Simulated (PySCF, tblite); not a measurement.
# C4H6ClO−: dynamics, then NMR shifts on frames

How do NMR shifts of C4H6ClO− (`CC/C([O-])=C/Cl`) change as the atoms move?

Computed with tblite 0.8.0 and PySCF 2.14.0, with density-fitted response routines of our own, on a single molecule in the gas phase. Atoms count from 0, in the outputs and in this text.

## (1) The molecule as given

12 atoms, charge -1, multiplicity 1; geometry from: GFN2-xTB.

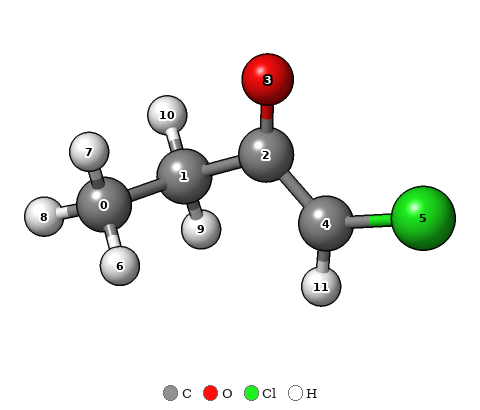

The starting geometry (carbon grey, oxygen red, chlorine green, hydrogen white), atoms numbered.

## (2) A short Langevin run with GFN2-xTB

The job: settings as JSON, then the geometry in Å.

```
{"job": {"kind": "md", "xc": "GFN2-xTB", "basis": "xTB", "temperature": 300, "steps": 2000, "every": 50, "frames": 5}, "charge": -1, "multiplicity": 1}
C     -1.433544     0.283554     0.601219
C     -0.554786    -0.563315    -0.311833
C      0.712729     0.241085    -0.719384
O      0.598286     1.098103    -1.630357
C      1.805151    -0.098701     0.013891
Cl     3.361343     0.684808    -0.206867
H     -0.899080     0.520573     1.520116
H     -1.679483     1.217429     0.099844
H     -2.362415    -0.231933     0.860382
H     -0.280223    -1.496679     0.187614
H     -1.107558    -0.804609    -1.223755
H      1.840777    -0.851001     0.783103
```

With the program's defaults for keys left out, this is: GFN2-xTB Langevin dynamics, gas phase.

Command:

```console
$ OMP_NUM_THREADS=1 python probes_run.py task.json out
```

The driver reads the jobs from task.json and runs them one after another.

The program printed:

```text
t/fs     T/K      E/eV
    0.0   261.5   -555.84404
   25.0   111.4   -555.51473
   50.0   265.6   -555.51252
   75.0   250.3   -555.54355
  100.0   165.5   -555.56052
  125.0   242.6   -555.52585
  150.0   197.4   -555.58365
  175.0   270.2   -555.52194
  200.0   172.8   -555.47218
  225.0   220.0   -555.44360
  250.0   298.2   -555.41844
  275.0   274.2   -555.49288
  300.0   238.4   -555.41297
  325.0   302.7   -555.38713
  350.0   304.1   -555.49208
  375.0   266.0   -555.48580
  400.0   387.4   -555.58195
  425.0   188.4   -555.32628
  450.0   269.0   -555.34078
  475.0   341.1   -555.49607
  500.0   439.6   -555.41287
  525.0   312.7   -555.36478
  550.0   368.7   -555.49632
  575.0   281.2   -555.49039
  600.0   184.8   -555.20019
  625.0   381.8   -555.44549
  650.0   352.2   -555.57053
  675.0   310.7   -555.54152
  700.0   301.3   -555.59916
  725.0   313.0   -555.58646
  750.0   163.0   -555.40881
  775.0   283.8   -555.48015
  800.0   231.1   -555.48190
  825.0   267.6   -555.55597
  850.0   186.3   -555.52675
  875.0   172.3   -555.47939
  900.0   191.0   -555.60990
  925.0   199.4   -555.59045
  950.0   225.4   -555.50559
  975.0   308.7   -555.51887
 1000.0   259.9   -555.42558
```

Wall time 9.5 s (1 thread of Arm Neoverse V1, shared host); peak memory 0.18 GiB.

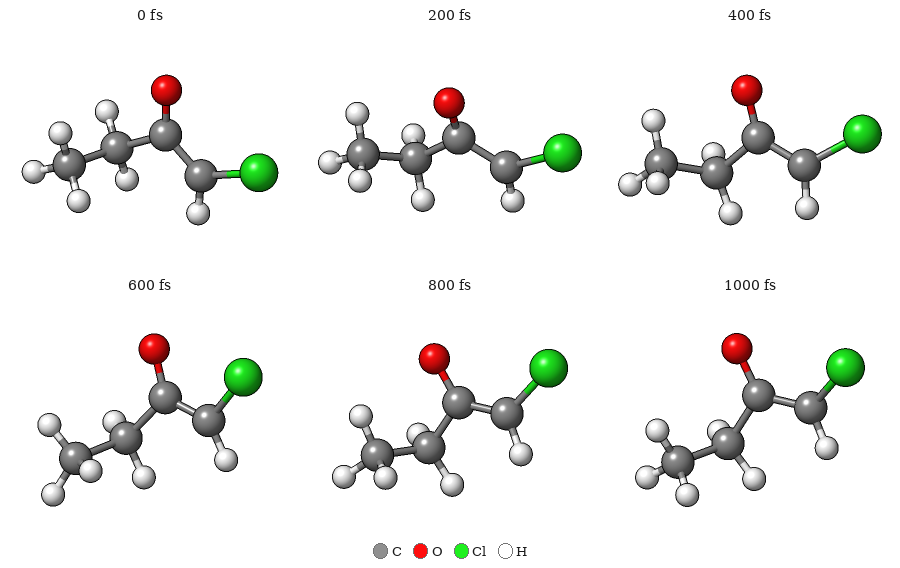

Frames of the run.

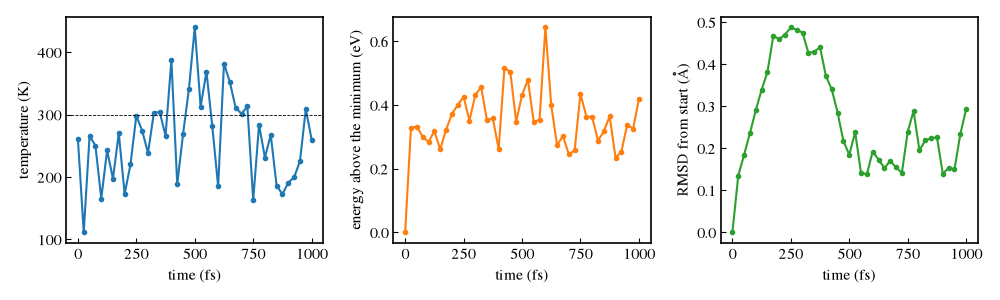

Temperature, potential energy and distance from the start.

Positions (Å) and forces (eV/Å) at 1000 fs:

```xyz
12

C    -1.384   -0.361    2.055    0.406    0.138   -0.698
C    -0.453   -1.176    1.090    0.197    0.972    0.783
C     0.136   -0.349   -0.093   -0.924    0.684   -1.190
O    -0.642    0.073   -1.033    1.088   -0.686    1.752
C     1.506   -0.308   -0.076    0.344    0.726    0.375
Cl    2.344    0.985   -0.966   -0.083   -0.301   -0.238
H    -0.844    0.031    2.922    0.236    0.180   -0.423
H    -1.947    0.439    1.581    0.487    0.267   -0.410
H    -2.155   -0.951    2.472   -0.772   -1.240    0.428
H     0.379   -1.471    1.752   -0.200   -0.423   -0.549
H    -0.934   -2.029    0.626   -0.325   -0.172    0.330
H     2.139   -0.518    0.789   -0.455   -0.144   -0.160
```

## (3) Shielding tensors: 250 fs, PBE0/pcSseg-1

The job: settings as JSON, then the geometry in Å.

```
{"job": {"kind": "nmr", "xc": "PBE0", "basis": "pcSseg-1", "pop": false}, "charge": -1, "multiplicity": 1}
C     -1.891900     0.433100     0.634000
C     -0.693200    -0.457000     0.265700
C      0.499100     0.395500    -0.342400
O      0.055200     1.409700    -1.028000
C      1.753700     0.013300     0.038400
Cl     3.011500     1.049600    -0.603800
H     -1.649900     1.043300     1.511800
H     -2.126000     1.037600    -0.293600
H     -2.799700    -0.069100     0.836600
H     -0.322900    -1.088100     1.126100
H     -0.945300    -1.091400    -0.600800
H      2.157000    -0.860500     0.521800
```

Level: GIAO PBE0/pcSseg-1 NMR shielding, non-relativistic, gas phase.

The program printed:

```text
coarse grid: 10776 points
cycle   1  E = -690.7712947973  dE =  5.783e-01  |g| = 8.862e-01  |ddm| = 3.087e+00
cycle   2  E = -689.5973957853  dE =  1.174e+00  |g| = 2.374e+00  |ddm| = 7.548e+00
cycle   3  E = -690.9319504127  dE = -1.335e+00  |g| = 2.443e-01  |ddm| = 7.052e+00
cycle   4  E = -690.9425155333  dE = -1.057e-02  |g| = 1.479e-01  |ddm| = 4.149e-01
cycle   5  E = -690.9476742035  dE = -5.159e-03  |g| = 2.530e-02  |ddm| = 1.351e-01
cycle   6  E = -690.9477967250  dE = -1.225e-04  |g| = 1.021e-02  |ddm| = 3.601e-02
cycle   7  E = -690.9478196370  dE = -2.291e-05  |g| = 2.991e-03  |ddm| = 1.289e-02
cycle   8  E = -690.9478215529  dE = -1.916e-06  |g| = 9.550e-04  |ddm| = 4.094e-03
final grid: 100024 points
cycle   9  E = -690.9943738795  dE = -1.363e-05  |g| = 1.166e-02  |ddm| = 2.263e-02
cycle  10  E = -690.9942932741  dE =  8.061e-05  |g| = 2.314e-02  |ddm| = 3.461e-02
cycle  11  E = -690.9943994882  dE = -1.062e-04  |g| = 2.277e-03  |ddm| = 2.709e-02
cycle  12  E = -690.9944006012  dE = -1.113e-06  |g| = 3.820e-04  |ddm| = 2.864e-03
cycle  13  E = -690.9944006320  dE = -3.088e-08  |g| = 1.208e-04  |ddm| = 4.532e-04
cycle  14  E = -690.9944006356  dE = -3.562e-09  |g| = 3.528e-05  |ddm| = 1.531e-04
cycle  15  E = -690.9944006359  dE = -2.728e-10  |g| = 8.183e-06  |ddm| = 3.507e-05
converged SCF energy = -690.9944006359

GIAO shielding tensors (ppm)
atom      isotropic    diamagn.    paramagn.     s11        s22        s33       span
  0 C      172.393     245.151     -72.758    161.098    167.350    188.730     27.632
  1 C      148.078     249.282    -101.204    129.366    147.372    167.498     38.132
  2 C       12.687     245.119    -232.432    -84.711     23.252     99.522    184.233
  3 O        6.954     400.872    -393.918   -265.024    -85.390    371.276    636.300
  4 C      116.350     252.094    -135.744     60.678    113.343    175.028    114.350
  5 Cl     910.352    1145.814    -235.462    799.900    868.406   1062.749    262.849
  6 H       31.227      29.678       1.549     27.001     29.104     37.576     10.575
  7 H       27.939      29.146      -1.206     22.394     28.626     32.797     10.403
  8 H       32.249      30.428       1.822     28.515     29.542     38.690     10.175
  9 H       29.521      31.492      -1.972     25.454     30.488     32.620      7.166
 10 H       29.792      31.355      -1.562     25.251     29.692     34.434      9.183
 11 H       27.061      32.551      -5.491     22.070     28.144     30.967      8.897
```

Wall time 11 s (1 thread of Arm Neoverse V1, shared host); peak memory 0.67 GiB.

Shifts follow as δ = σ(reference) − σ, with reference shieldings (ppm) from runs at the same level and on the same kind of geometry: ¹H TMS 31.72, ¹³C TMS 186.9, ¹⁷O H2O 336.1, ³⁵Cl HCl 950. The references are single molecules in the gas phase, so shifts against H2O, NH3, PH3, H3PO4 or CFCl3 are not on the usual liquid scales and can be off by tens of ppm. Each atom is listed at this fixed geometry, with no averaging over motion; a spectrum would average atoms that exchange fast.

| atoms | environment | σ (ppm) | δ (ppm) |
| --- | --- | --- | --- |
| C2 | fully substituted alkene carbon | 12.7 | 174.2 |
| C4 | alkene CH | 116.3 | 70.6 |
| C1 | allylic sp3 CH2 | 148.1 | 38.8 |
| C0 | methyl carbon | 172.4 | 14.5 |
| H11 | hydrogen on an alkene CH | 27.06 | 4.66 |
| H7 | hydrogen on a methyl carbon | 27.94 | 3.78 |
| H9 | hydrogen on an allylic sp3 CH2 | 29.52 | 2.20 |
| H10 | hydrogen on an allylic sp3 CH2 | 29.79 | 1.92 |
| H6 | hydrogen on a methyl carbon | 31.23 | 0.49 |
| H8 | hydrogen on a methyl carbon | 32.25 | -0.53 |
| O3 | oxygen bonded to C | 7.0 | 329.1 |
| Cl5 | chlorine bonded to C | 910 | 39 |

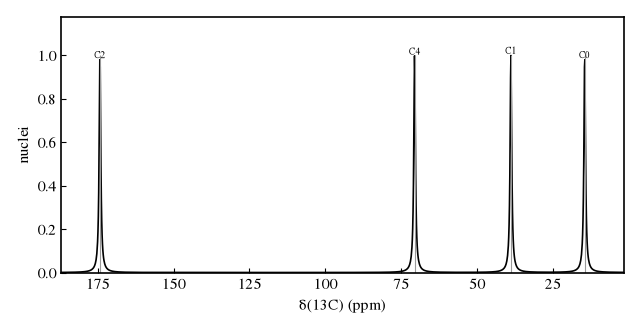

¹³C lines at the computed shifts, without couplings. Lines are broadened to a width of 0.64 ppm (Lorentzian).

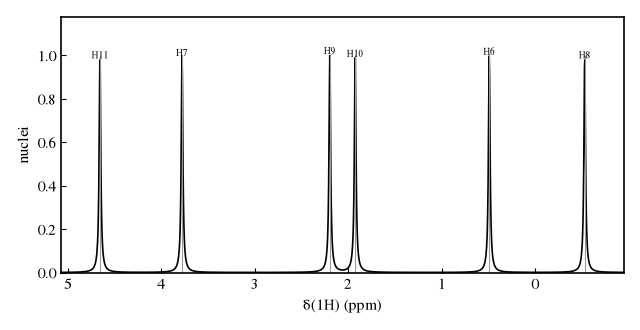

¹H lines at the computed shifts, without couplings. Lines are broadened to a width of 0.02 ppm (Lorentzian).

## (4) NMR shieldings: 425 fs, PBE0/pcSseg-1

The job: settings as JSON, then the geometry in Å.

```
{"job": {"kind": "nmr", "xc": "PBE0", "basis": "pcSseg-1", "pop": false}, "charge": -1, "multiplicity": 1}
C     -1.914600     0.265400     1.253700
C     -0.696700    -0.564300     0.814200
C      0.254200     0.228800    -0.038400
O     -0.164200     0.797700    -1.106500
C      1.540600     0.321900     0.411800
Cl     2.822600     0.803100    -0.787000
H     -1.564700     1.004900     1.931700
H     -2.427800     0.602400     0.389300
H     -2.597800    -0.303900     1.902600
H      0.006300    -0.890100     1.539400
H     -1.151000    -1.340200     0.204400
H      2.002200    -0.358300     1.109700
```

Level: GIAO PBE0/pcSseg-1 NMR shielding, non-relativistic, gas phase.

The program printed:

```text
coarse grid: 10776 points
cycle   1  E = -690.7640604146  dE =  7.121e-01  |g| = 8.980e-01  |ddm| = 3.092e+00
cycle   2  E = -689.2632117903  dE =  1.501e+00  |g| = 2.534e+00  |ddm| = 9.398e+00
cycle   3  E = -690.9254883932  dE = -1.662e+00  |g| = 2.692e-01  |ddm| = 9.072e+00
cycle   4  E = -690.9391901028  dE = -1.370e-02  |g| = 1.546e-01  |ddm| = 4.689e-01
cycle   5  E = -690.9447380931  dE = -5.548e-03  |g| = 2.725e-02  |ddm| = 1.477e-01
cycle   6  E = -690.9448744528  dE = -1.364e-04  |g| = 1.376e-02  |ddm| = 4.422e-02
cycle   7  E = -690.9449175155  dE = -4.306e-05  |g| = 3.442e-03  |ddm| = 1.690e-02
cycle   8  E = -690.9449202021  dE = -2.687e-06  |g| = 1.085e-03  |ddm| = 5.578e-03
final grid: 100024 points
cycle   9  E = -690.9902910168  dE = -1.788e-05  |g| = 1.195e-02  |ddm| = 2.282e-02
cycle  10  E = -690.9902107603  dE =  8.026e-05  |g| = 2.329e-02  |ddm| = 3.526e-02
cycle  11  E = -690.9903177969  dE = -1.070e-04  |g| = 2.427e-03  |ddm| = 2.709e-02
cycle  12  E = -690.9903190639  dE = -1.267e-06  |g| = 3.973e-04  |ddm| = 3.006e-03
cycle  13  E = -690.9903190967  dE = -3.282e-08  |g| = 1.365e-04  |ddm| = 4.981e-04
cycle  14  E = -690.9903191013  dE = -4.603e-09  |g| = 3.621e-05  |ddm| = 1.792e-04
cycle  15  E = -690.9903191016  dE = -2.973e-10  |g| = 8.511e-06  |ddm| = 4.384e-05
converged SCF energy = -690.9903191016

GIAO shielding tensors (ppm)
atom      isotropic    diamagn.    paramagn.     s11        s22        s33       span
  0 C      173.487     244.840     -71.353    158.360    170.944    191.157     32.797
  1 C      155.780     250.704     -94.924    135.912    155.218    176.210     40.298
  2 C        3.902     243.794    -239.892    -97.131      4.994    103.842    200.974
  3 O      -21.793     403.716    -425.510   -319.074   -134.830    388.524    707.597
  4 C       99.617     255.579    -155.962     52.365     93.041    153.444    101.078
  5 Cl     874.096    1147.008    -272.912    765.076    774.809   1082.404    317.329
  6 H       31.758      30.005       1.753     27.507     30.196     37.571     10.063
  7 H       30.376      30.220       0.156     25.579     30.022     35.528      9.949
  8 H       31.401      28.572       2.829     27.660     28.699     37.844     10.184
  9 H       30.357      33.216      -2.860     25.116     32.257     33.697      8.581
 10 H       30.373      31.862      -1.488     25.677     29.657     35.786     10.108
 11 H       27.175      33.591      -6.415     21.783     27.034     32.710     10.927
```

It took 11 s on 1 thread of Arm Neoverse V1, shared host; peak memory 0.74 GiB.

In short: δ C2 183.0, C4 87.3, C1 31.1, C0 13.4, H11 4.54, H9 1.36 ppm.

(Part 1 of 2 ends here.)
